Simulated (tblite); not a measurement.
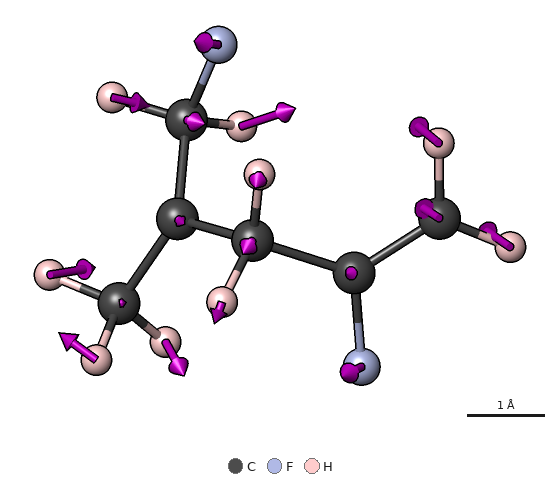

A relaxation of C6H9F2 (multiplicity 2). The starting structure is drawn; purple arrows show the displacements, 3 times their true length. The two geometries are superimposed by the best rigid fit.

The picture is a ball-and-stick view, seen at a tilt.

All numbers below come from GFN2-xTB geometry optimisation, gas phase (tblite 0.8.0). 

Which element moves most?

Answer. Hydrogen: up to 0.34 Å, against 0.23 Å for carbon.

What did the optimiser do to the structure, and how much energy did it gain?

Answer. Over 71 geometry steps the energy falls by 2.84 kcal/mol. The largest moves after the best rigid fit, 0.34 Å, are those of H atoms. By element the largest moves are H 0.34 Å, C 0.23 Å, F 0.20 Å. Near-neighbour distances that change, for instance: C–F 1.363 → 1.382 Å, C–H 1.092 → 1.073 Å, C–H 1.088 → 1.105 Å, C–C 1.500 → 1.484 Å. Among the angles between lasting bonds that change: F–C–C 118.3° → 112.6°, H–C–H 105.2° → 109.9°, C–C–C 112.4° → 107.9°.
